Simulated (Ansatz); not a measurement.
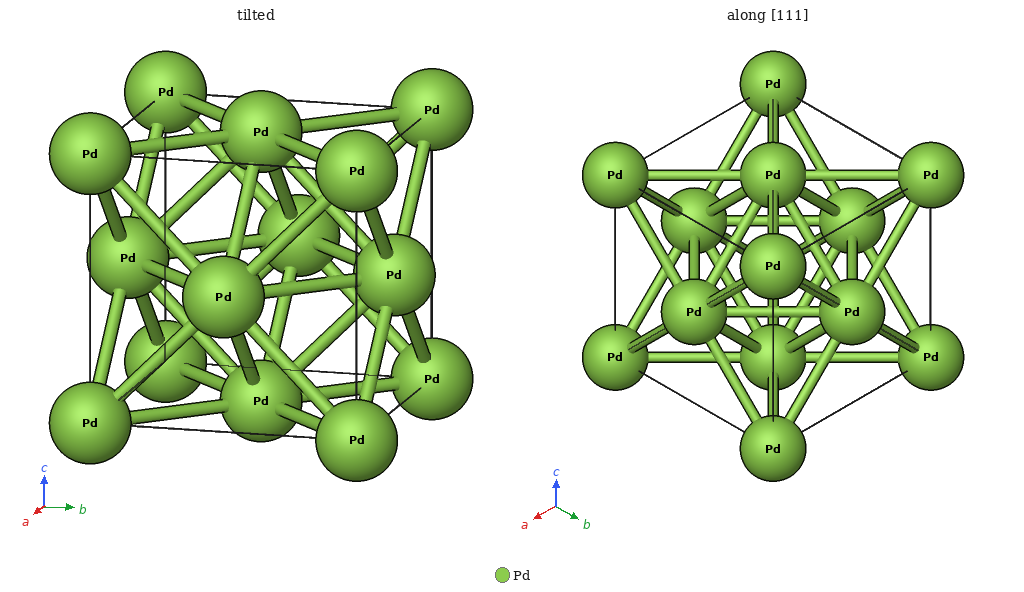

Ball-and-stick drawing of the structure, looking slightly off an axis and along [111]. The wireframe shows the conventional unit cell. Cell: a = 3.875 Å, b = 3.875 Å, c = 3.875 Å, α = 90.00°, β = 90.00°, γ = 90.00°.

The element is palladium. The lattice is face-centred cubic and the space group Fm-3m (No. 225). This arrangement goes by the name face-centred cubic (Cu type). The cell holds four atoms. The coordination shell of Pd holds twelve Pd in a cuboctahedral arrangement at about 2.7 Å. The bonds build a three-dimensional framework.

Its origin is a structure listed in the Materials Project. This is the structure after a relaxation with Ansatz, DFT PBEsol, scalar-relativistic, plane waves, PAW.
